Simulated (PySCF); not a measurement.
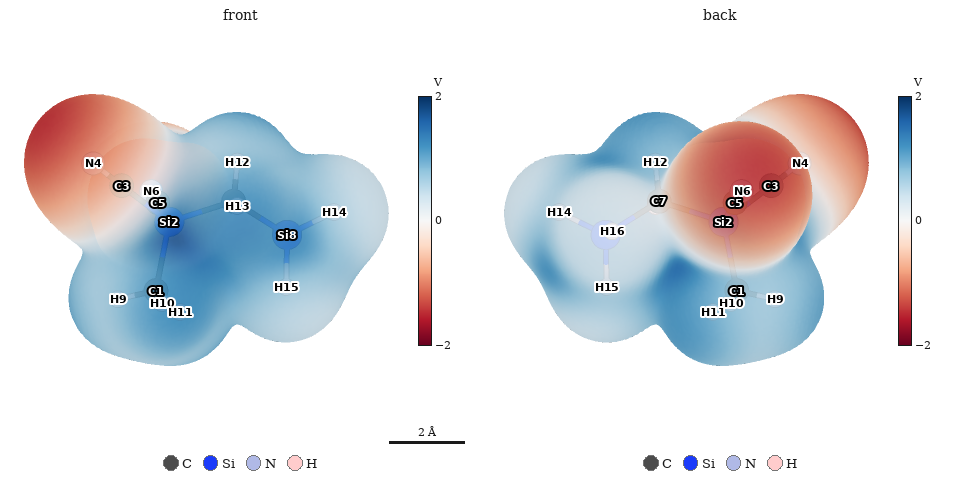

The picture shows: C4H8N2Si2 (SMILES C[Si](C#N)(C#N)C[SiH3]). The molecular electrostatic potential painted on the density surface at 0.001 e/bohr³, seen from the front and from behind; the colour scale runs from red (negative) to blue (positive).

Geometry: GFN2-xTB.

Computed with PBE0/pcSseg-1, SCF density, gas phase, non-relativistic in PySCF 2.14.0.

```xyz
16

C    -1.5430   -0.9707   -0.8336
Si   -0.7552    0.2909    0.3404
C    -1.8187    0.4628    1.8763
N    -2.4507    0.5487    2.8273
C    -0.8596    1.9945   -0.4338
N    -0.9094    3.0313   -0.9167
C     1.0360   -0.0670    0.8502
Si    2.2652   -0.2932   -0.5939
H    -2.5847   -0.7340   -1.0341
H    -1.5069   -1.9723   -0.4139
H    -1.0183   -0.9892   -1.7849
H     1.3914    0.7456    1.4853
H     1.0540   -0.9644    1.4704
H     3.6127   -0.4417   -0.0443
H     1.8939   -1.5037   -1.3316
H     2.1859    0.8714   -1.4745
```

Describe the electrostatic potential map.

Answer. The most negative region (about −1.4 V, or −32 kcal/mol for a unit charge) lies over N4 and N6, the most positive (about +1.5 V, or +35 kcal/mol for a unit charge) over Si2 and Si8.

How polar is the molecule by this calculation?

Answer. Its dipole moment is 5.10 D.
